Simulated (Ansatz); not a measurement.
# Calculations on SiNH₆Cl

**1. Relaxation**

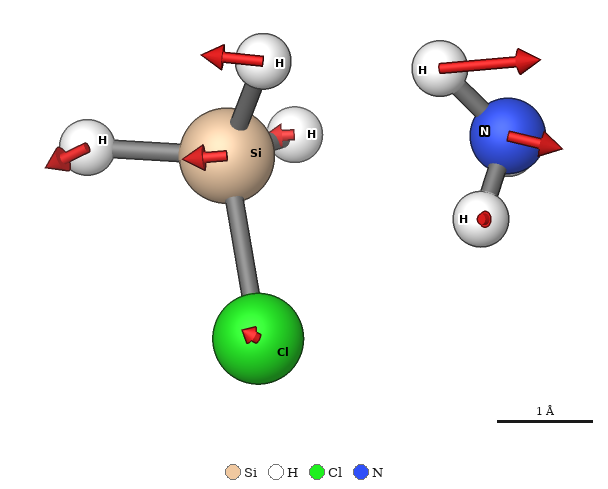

A relaxation of SiNH6Cl. The starting structure is drawn; red arrows show the displacements, 2 times their true length. The two geometries are superimposed by the best rigid fit.

The picture is a ball-and-stick view, seen at a tilt.

The run prepares an end point of a later path (reaction) calculation, from a guessed geometry.

Computed with RKS PBE0/def2-SVP (Ansatz 0.2.0). Set-up: no spin polarisation; force threshold 0.03 eV/Å; at most 50 steps.

Atoms of which element are displaced furthest, and by how much?

Hydrogen: up to 0.56 Å, against 0.30 Å for nitrogen.

Describe the change and its energy.

An H atom moves most after the best rigid fit: 0.56 Å. By element the largest moves are H 0.56 Å, N 0.30 Å, Si 0.24 Å, Cl 0.11 Å. Among the contacts that change: H–Si 1.470 → 1.488 Å, H–N 1.034 → 1.019 Å, Cl–Si 2.076 → 2.072 Å. Bond angles that change, for instance: Cl–Si–H 105.3° → 107.8°. The energy falls by 0.153 eV in 7 geometry steps. The largest force component goes from 0.71 to 0.023 eV/Å. Cost: 27 s on 1 thread of Arm Neoverse V1, with other jobs on the host, peak memory 0.15 GiB.

**2. Relaxation**

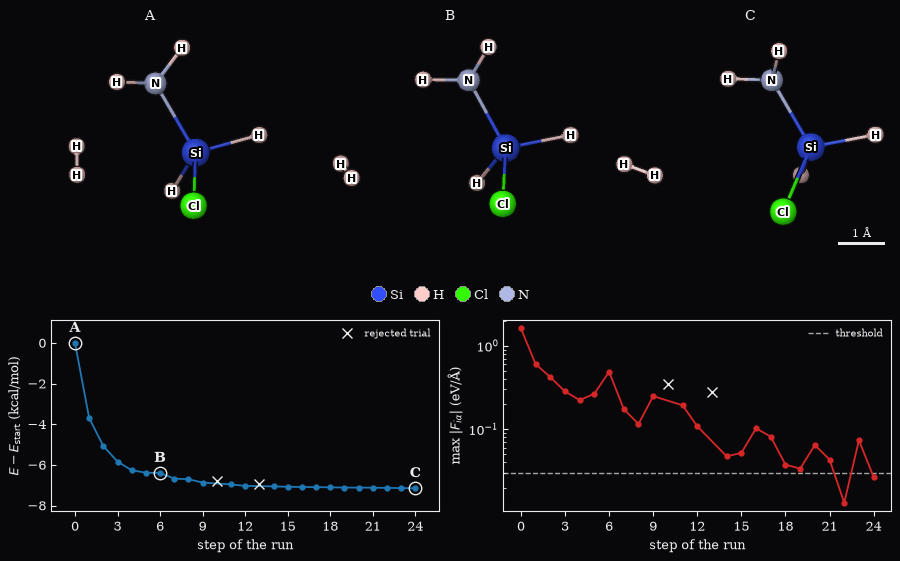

Frames of a relaxation of SiNH$_{6}$Cl, marked on the history of the run. The picture is a ball-and-stick view, seen at a tilt.

The run prepares an end point of a later path (reaction) calculation, from a guessed geometry.

Level of theory: RKS PBE0/def2-SVP in Ansatz 0.2.0. Set-up: no spin polarisation; force threshold 0.03 eV/Å; at most 50 steps.

**Describe the path.**

Over 22 accepted moves (24 points after the start) the energy falls by 7.15 kcal/mol. The largest force component goes from 1.6 to 0.027 eV/Å. The line search rejected the trial steps at points 10, 13 of the run. The forces were under the threshold at step 22, but the run went on from there. The largest move after the best rigid fit is that of an H atom, 1.41 Å. By element the largest moves are H 1.41 Å, Cl 0.49 Å, N 0.42 Å, Si 0.37 Å. Among the contacts that change: N–Si 1.778 → 1.714 Å, H–H 0.718 → 0.762 Å, Cl–Si 2.083 → 2.093 Å, H–Si 1.481 → 1.486 Å. Among the angles between lasting bonds that change: Si–N–H 113.7° → 119.9°, H–Si–N 112.8° → 108.7°, H–Si–N 105.4° → 108.4°. Groups turn about N–Si by about 30°. The run took 75 s on 1 thread of Arm Neoverse V1, with other jobs on the host, peak memory 0.15 GiB. From step 0 to 6: an H atom moves most (0.89 Å), energy −6.40 kcal/mol. From step 6 to 24: an H atom moves most (0.80 Å), energy −0.75 kcal/mol.

```
step  E − E(0), kcal/mol  largest force component, eV/Å      note
   0                0.00                         1.6161          
   1               -3.70                         0.6044          
   2               -5.07                         0.4216          
   3               -5.84                         0.2838          
   4               -6.27                         0.2236          
   5               -6.38                         0.2668          
   6               -6.40                         0.4894          
   7               -6.67                         0.1744          
   8               -6.70                         0.1155          
   9               -6.87                         0.2494          
  10               -6.80                         0.3525  rejected
  11               -6.96                         0.1938          
  12               -7.03                         0.1085          
  13               -6.93                         0.2832  rejected
  14               -7.06                         0.0473          
  15               -7.08                         0.0520          
  16               -7.09                         0.1025          
  17               -7.09                         0.0815          
  18               -7.10                         0.0377          
  19               -7.11                         0.0337          
  20               -7.12                         0.0646          
  21               -7.12                         0.0433          
  22               -7.13                         0.0131          
  23               -7.14                         0.0737          
  24               -7.15                         0.0268
```

**3. Path**

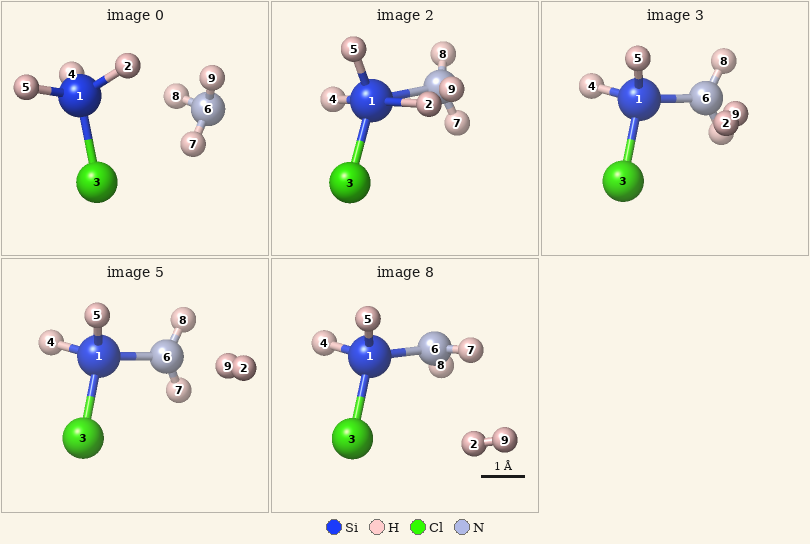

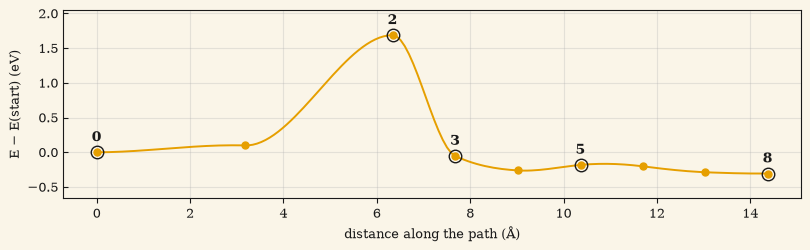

A nudged-elastic-band calculation for SiNH₆Cl, made up at the start of SiH3Cl and NH$_{3}$. Images are numbered from 0 (start) to 8 (end). The picture is a ball-and-stick view, seen at a tilt.

Method: Ansatz, RKS PBE0/def2-SVP. Set-up: 7 movable images; climbing image; force threshold 0.05 eV/Å; iteration limit 60; starting path through a guess of the saddle point.

Question: What happens along the path, and what is the barrier?

Answer: The path has more than one stage, and so few images may leave a stage unresolved. Breaking: N6–H9 (1.02 → 1.25 at the top → 3.79 Å), Si1–H2 (1.49 → 1.81 at the top → 3.60 Å). Forming: H2–H9 (2.73 → 1.10 at the top → 0.76 Å), Si1–N6 (3.57 → 1.89 at the top → 1.71 Å). The energy climbs by 1.69 eV to image 2 and then falls by 1.99 eV, so the end point sits at −0.31 eV. The profile has 2 maxima (images 2, 5) with a dip at image 4 (−0.26 eV), so the process runs in steps. The band converged in 39 iterations. The largest component of the band force went from 15 to 0.041 eV/Å. The climbing image converged on the top of the path. Its vibrational analysis gives one imaginary mode (1421i cm⁻¹), as a transition state must have.

Limits of the set-up: the start holds two separate molecules, 2.7 Å apart at their closest, whose relative position is a soft coordinate and is computed without a dispersion correction.

Cost: 13 min on 1 thread of Arm Neoverse V1 (shared host), peak memory 0.18 GiB.
